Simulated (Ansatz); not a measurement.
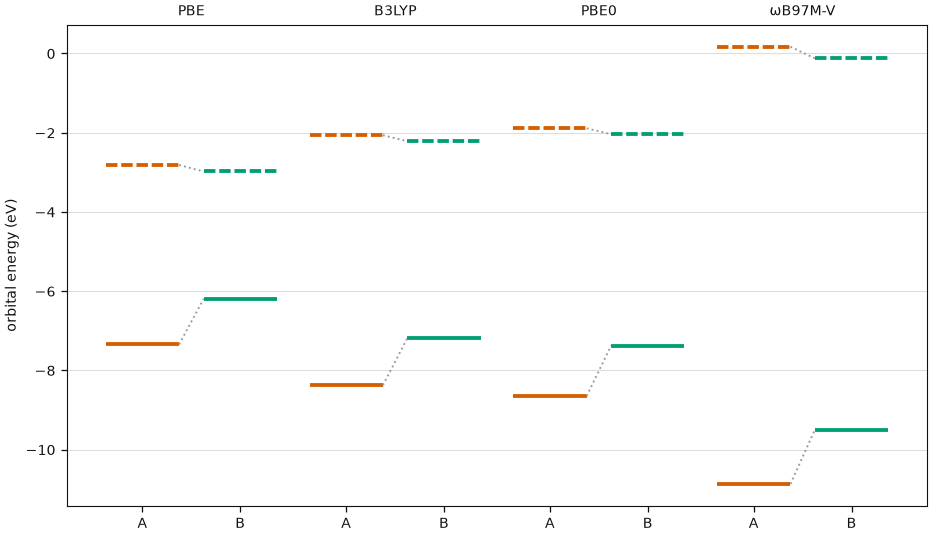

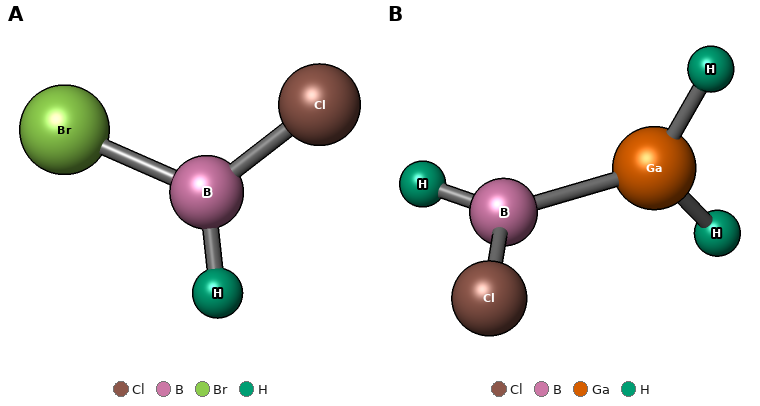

One change: A, BHBrCl (SMILES ClBBr), becomes B, GaBH₃Cl (SMILES Cl[BH][GaH2]). Br on B is replaced by GaH₂. HOMO (solid) and LUMO (dashed) computed in def2-TZVPP at PBE0-D4/def2-TZVP geometries, both minima by their frequencies, gas phase, the Ansatz code 0.2.0. Empty levels above zero depend strongly on the basis.

**What does the change do to HOMO and LUMO?**

PBE: the HOMO rises by 1.15 eV, the LUMO falls by 0.16 eV, and the separation goes from 4.53 to 3.22 eV. B3LYP: the HOMO rises by 1.19 eV, the LUMO falls by 0.15 eV, and the separation goes from 6.31 to 4.97 eV. PBE0: the HOMO rises by 1.27 eV, the LUMO falls by 0.15 eV, and the separation goes from 6.76 to 5.34 eV. ωB97M-V: the HOMO rises by 1.37 eV, the LUMO falls by 0.30 eV, and the separation goes from 11.04 to 9.37 eV.

**Do the functionals agree on the effect?**

They agree on the direction for both levels; the HOMO shift lies between 1.15 and 1.37 eV and the LUMO shift between −0.30 and −0.15 eV, while the separations themselves differ by up to 6.5 eV between functionals.
